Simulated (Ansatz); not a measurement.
## Fields on a plane of SiC (wurtzite)

```yaml
crystal:
  lattice:
    - [3.09192, 0.00000, 0.00000]
    - [-1.54596, 2.67768, 0.00000]
    - [0.00000, 0.00000, 5.07421]
  atoms:
    - { symbol: Si, position: [0.66667, 0.33333, 0.00052] }
    - { symbol: Si, position: [0.33333, 0.66667, 0.50052] }
    - { symbol: C, position: [0.66667, 0.33333, 0.62468] }
    - { symbol: C, position: [0.33333, 0.66667, 0.12468] }
```

The slice is a (1 -1 0 0) plane (indices of the conventional cell) through the point (0.667, 0.333, 0.001) (fractional), spanned by u = [110] and v = [001] in vectors of this cell: u (3.09 Å) and v (5.07 Å, at 90° to u). It covers one period; positions are fractions (u, v).

Atoms on it: Si at (0.00, 0.00); C at (0.00, 0.62). Other atoms lie within 1 Å of the plane.

Computed with PBE (plane waves to 420 eV, PAW, scalar-relativistic; Ansatz, an electronic-structure program). k mesh 12×12×7. Near the nuclei the fields are pseudised (PAW); where an atom keeps semicore shells as valence, they peak there. SiC was relaxed with its symmetry unable to fall. The PAW data are Ansatz's earlier set.

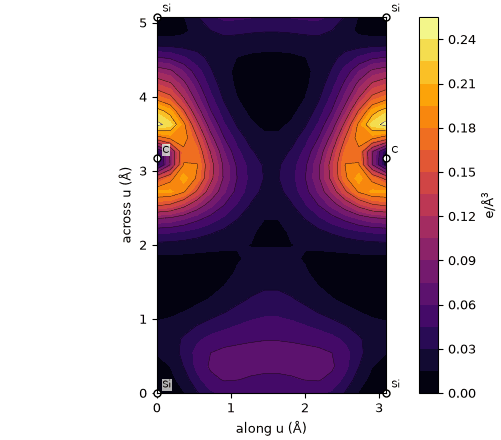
Density of the highest valence band (whole band, smooth part) in e/Å³, one period of the plane, atoms marked. 

```
|xxxxx02688620xxxx|
|xxxx0037887300xxx|
|xxxx0157997510xxx|
|xx00047899874000x|
|00014689999864100|
|00146899999986410|
|xxx268999999862xx|
|xxxx4788888874xxx|
|xxxxx57777775xxxx|
|xxxxx45544554xxxx|
|xxxxx33211233xxxx|
|xxxxx21000012xxxx|
|xxxx1200000021xxx|
|xxx232000000232xx|
|23555200000025553|
|77776410000146777|
|99987531001357899|
|99998754334578999|
|99999877667789999|
|88899988888899988|
|56678998888998766|
|11357888888887531|
|00014677667764100|
|xx00045655654000x|
|xxxx0145555410xxx|
|xxxx0035665300xxx|
|xxxxx02566520xxxx|
|xxxxx02677620xxxx|
```
Scale: ten equal steps from 1.00 (start of '0') to 9.21 (end of '9'), in the order '0123456789'. Values: electrostatic potential energy of an electron, from the cell's mean, in eV. The map has 17 points along u (one character each, u = 0 at the left) and 28 along v (v = 0 in the bottom row). Points within 0.8 Å of a nucleus are blanked (x), as the pseudised field means little there. Values under 1 eV are set to 1. The zero, the cell's mean, hangs on the PAW cores.

Density on the Si–C line (1.91 Å) at its midpoint: 0.86 e/Å³
ELF at that point: 0.9
ELF maximum in the middle third of the Si–C line: 0.93, 1.0 Å from Si
Element round which the density of the highest valence band (whole band, smooth part) is largest on this plane: C
